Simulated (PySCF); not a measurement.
# One shape, several levels: C4H9P (SMILES C=CP(C)C)

Wanted: a comparison of 5 runs (HF/3-21G, HF/def2-SVP, r2SCAN/3-21G, B3LYP/6-31G*, CCSD/6-31G) of C4H9P. 

The results are computed with PySCF 2.14.0.

### Step 1. The structure to begin with

C4H9P: 14 atoms, total charge 0, spin state singlet. As SMILES, `C=CP(C)C`. Geometry: relaxed at GFN2-xTB. This is one conformer, not always the lowest.

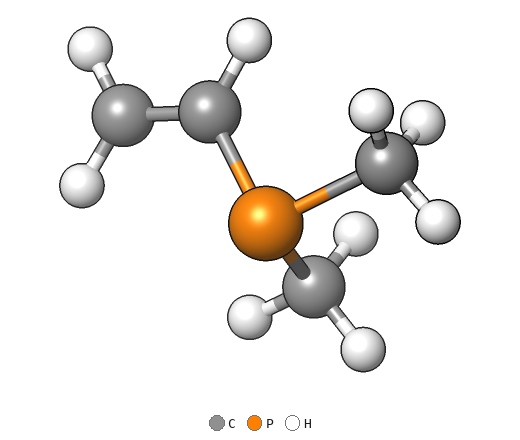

The structure, seen from a chosen angle (carbon grey, phosphorus orange, hydrogen white).

### Step 2. Energy and forces at HF/3-21G (run 1)

The input, job.py:

```python
# C=CP(C)C
from pyscf import gto, scf

molecule = gto.M(
    atom='''
C   -0.730090   0.457160   2.174860
C   -0.717170   0.644750   0.865660
P    0.809710   0.543720  -0.135070
C    0.016750   0.717870  -1.800700
C    0.989430  -1.305860  -0.131150
H   -1.633070   0.531560   2.760210
H    0.168560   0.211820   2.717840
H   -1.623710   0.918720   0.338350
H    0.758250   0.514680  -2.571250
H   -0.821460   0.031300  -1.915670
H   -0.331060   1.742120  -1.922250
H    0.052280  -1.794450  -0.393210
H    1.760700  -1.584010  -0.847100
H    1.300880  -1.629380   0.859460
''',
    basis='3-21g',
    max_memory=1860,
    verbose=3,
)

mf = scf.RHF(molecule)
mf.conv_tol = 1e-10
mf.kernel()
if not mf.converged:
    mf = mf.newton().run(mf.mo_coeff, mf.mo_occ)

energy = mf.e_tot
print(f'total energy: {energy:.8f} hartree')
grad = mf.nuc_grad_method().kernel()
dip = mf.dip_moment()
pop, q = mf.mulliken_pop()
```

Launch:

```sh
OMP_NUM_THREADS=1 python job.py
```

Standard output:

```text
converged SCF energy = -494.817948167533
total energy: -494.81794817 hartree
[... 8 lines left out ...]
Dipole moment(X, Y, Z, Debye): -1.00574, -0.78747, -0.27711
[... 82 lines left out ...]
charge of   13H =      0.22313
```

Run time: 4.5 s. Hardware: 1 thread of Intel Xeon at 2.70GHz, shared host; peak memory 0.14 GiB.

### Step 3. Energy and forces at HF/def2-SVP (run 2)

The input, job.py:

```python
import pyscf.grad
from pyscf import gto, scf

system = gto.M(
    atom='''
C   -0.730090   0.457160   2.174860
C   -0.717170   0.644750   0.865660
P    0.809710   0.543720  -0.135070
C    0.016750   0.717870  -1.800700
C    0.989430  -1.305860  -0.131150
H   -1.633070   0.531560   2.760210
H    0.168560   0.211820   2.717840
H   -1.623710   0.918720   0.338350
H    0.758250   0.514680  -2.571250
H   -0.821460   0.031300  -1.915670
H   -0.331060   1.742120  -1.922250
H    0.052280  -1.794450  -0.393210
H    1.760700  -1.584010  -0.847100
H    1.300880  -1.629380   0.859460
''',
    basis='def2-svp',
    max_memory=1860,
    charge=0,
    verbose=4,
)

hf = scf.RHF(system)
hf.conv_tol = 1e-10
hf.kernel()
if not hf.converged:
    hf = hf.newton().run(hf.mo_coeff, hf.mo_occ)

e_final = hf.e_tot
print(f'total energy: {e_final:.8f} hartree')
grad = hf.Gradients().kernel()
hf.analyze()
```

Launch:

```sh
OMP_NUM_THREADS=1 python job.py
```

Standard output:

```text
PySCF version 2.14.0

[... 100 lines left out ...]
MO #9   energy= -5.3693494982709   occ= 2
[... 21 lines left out ...]
MO #31  energy= 0.243607366622968  occ= 0
[... 21 lines left out ...]
MO #53  energy= 0.86659268547641   occ= 0
[... 21 lines left out ...]
MO #75  energy= 1.51945099450686   occ= 0
[... 21 lines left out ...]
MO #97  energy= 2.3132915467922    occ= 0
[... 21 lines left out ...]
MO #119 energy= 3.60882152680564   occ= 0
[... 136 lines left out ...]
Dipole moment(X, Y, Z, Debye): -0.87540, -0.73393, -0.33159
```

It took 19 s on 1 thread of Intel Xeon at 2.70GHz, shared host; peak memory 0.31 GiB.

Run 3 isn't shown in full; the table further down has it.

### Step 4. Energy and forces at B3LYP/6-31G(d) (Cartesian functions) (run 4)

The input, calc.py:

```python
# C=CP(C)C
from pyscf import gto, dft

mol = gto.M(
    atom=[
    ('C', (-0.730090, 0.457160, 2.174860)),
    ('C', (-0.717170, 0.644750, 0.865660)),
    ('P', (0.809710, 0.543720, -0.135070)),
    ('C', (0.016750, 0.717870, -1.800700)),
    ('C', (0.989430, -1.305860, -0.131150)),
    ('H', (-1.633070, 0.531560, 2.760210)),
    ('H', (0.168560, 0.211820, 2.717840)),
    ('H', (-1.623710, 0.918720, 0.338350)),
    ('H', (0.758250, 0.514680, -2.571250)),
    ('H', (-0.821460, 0.031300, -1.915670)),
    ('H', (-0.331060, 1.742120, -1.922250)),
    ('H', (0.052280, -1.794450, -0.393210)),
    ('H', (1.760700, -1.584010, -0.847100)),
    ('H', (1.300880, -1.629380, 0.859460)),
],
    max_memory=1860,
    verbose=3,
    cart=True,
    basis='6-31g*',
)

mf = dft.RKS(mol)
mf.xc = 'b3lyp'
mf.grids.level = 5
mf.conv_tol = 1e-10
mf.kernel()
if not mf.converged:
    mf = mf.newton().run(mf.mo_coeff, mf.mo_occ)

energy = mf.e_tot
print('E = %.10f Eh' % energy)
grad = mf.nuc_grad_method().kernel()
mf.analyze()
```

Launch:

```sh
OMP_NUM_THREADS=1 python calc.py
```

Standard output:

```text
converged SCF energy = -499.169735564525
[... 21 lines left out ...]
MO #12  energy= -0.687567442489378 occ= 2
[... 16 lines left out ...]
MO #29  energy= 0.124283830079568  occ= 0
[... 16 lines left out ...]
MO #46  energy= 0.587571517420298  occ= 0
[... 16 lines left out ...]
MO #63  energy= 0.946035245162302  occ= 0
[... 16 lines left out ...]
MO #80  energy= 1.95262285281197   occ= 0
[... 16 lines left out ...]
MO #97  energy= 4.31891779118669   occ= 0
[... 15 lines left out ...]
Dipole moment(X, Y, Z, Debye): -0.95424, -0.82253, -0.47045
```

It took 61 s on 1 thread of Intel Xeon at 2.70GHz, shared host; peak memory 1 GiB.

### Step 5. A single-point energy at CCSD/6-31G (run 5)

The input, run.py:

```python
from pyscf import gto, cc

mol = gto.M(
    atom='''
C     -1.379670     0.863907     4.109890
C     -1.355255     1.218401     1.635860
P      1.530130     1.027482    -0.255245
C      0.031653     1.356578    -3.402830
C      1.869752    -2.467718    -0.247838
H     -3.086055     1.004503     5.216041
H      0.318532     0.400282     5.135973
H     -3.068367     1.736129     0.639389
H      1.432885     0.972604    -4.858958
H     -1.552334     0.059148    -3.620092
H     -0.625613     3.292130    -3.632526
H      0.098795    -3.391019    -0.743059
H      3.327241    -2.993345    -1.600787
H      2.458307    -3.079082     1.624144
''',
    unit='bohr',
    basis='6-31g',
    spin=0,
    max_memory=1860,
    charge=0,
    verbose=4,
)

hf = mol.RHF()
hf.conv_tol = 1e-10
hf.kernel()
if not hf.converged:
    hf = hf.newton().run(hf.mo_coeff, hf.mo_occ)

mycc = cc.CCSD(hf, frozen=9)
mycc.kernel()
energy = mycc.e_tot
print(f'total energy: {energy:.8f} hartree')
dip = hf.dip_moment()
pop, q = hf.mulliken_pop()
```

Launch:

```sh
OMP_NUM_THREADS=1 python run.py
```

Standard output:

```text
PySCF version 2.14.0

[... 70 lines left out ...]
converged SCF energy = -497.299859002444
[... 12 lines left out ...]
Init t2, MP2 energy = -497.720526054464  E_corr(MP2) -0.420667052019898
[... 13 lines left out ...]
CCSD converged
[... 1 line left out ...]
total energy: -497.77992571 hartree
Dipole moment(X, Y, Z, Debye): -1.10537, -0.85805, -0.33971
[... 82 lines left out ...]
charge of   13H =      0.18086
```

It took 7.2 s on 1 thread of Intel Xeon at 2.70GHz, shared host; peak memory 0.25 GiB.

### Step 6. All runs side by side

| run | level | integration grid | Cartesian functions | energy (Eh) | dipole moment (D) of the reference | HOMO energy (eV) | LUMO energy (eV) | wall time |
| --- | --- | --- | --- | --- | --- | --- | --- | --- |
| 1 | HF/3-21G | – | no | -494.817948 | 1.31 | -8.73 | 4.28 | 4.5 s |
| 2 | HF/def2-SVP | – | no | -497.201567 | 1.19 | -8.80 | 3.86 | 19 s |
| 3 | r2SCAN/3-21G | 5 | no | -496.417776 | 1.48 | -5.29 | -0.49 | 51 s |
| 4 | B3LYP/6-31G* (Cartesian functions) | 5 | yes | -499.169736 | 1.34 | -5.96 | 0.09 | 61 s |
| 5 | CCSD/6-31G | – | no | -497.779926 | 1.44 | -8.71 | 4.08 | 7.2 s |

### Step 7. Outcome

| quantity | value |
| --- | --- |
| run 5: total energy | -497.77993 Eh |
| run 5: dipole moment (Hartree–Fock density) | 1.44 D |
| run 5: HOMO energy (Hartree–Fock orbitals) | -8.71 eV |
| run 5: LUMO energy (Hartree–Fock orbitals) | 4.08 eV |
| run 5: HOMO–LUMO gap (Hartree–Fock orbitals) | 12.79 eV |
| run 5: correlation energy (9 core orbitals frozen) | -480.1 mEh |
| run 5: T1 diagnostic | 0.009 |

Over runs 1, 2, 3, 4 the dipole moment (its size) runs from 1.19 D (HF/def2-SVP) to 1.48 D (r2SCAN/3-21G). The two ends differ in method and basis. Over runs 1, 2, 3, 4 the HOMO–LUMO gap runs from 4.80 eV (r2SCAN/3-21G) to 13.01 eV (HF/3-21G). Exact exchange widens orbital gaps. Totals of different functionals can't be ranked against each other. All runs together took 2.4 min, the longest 61 s.
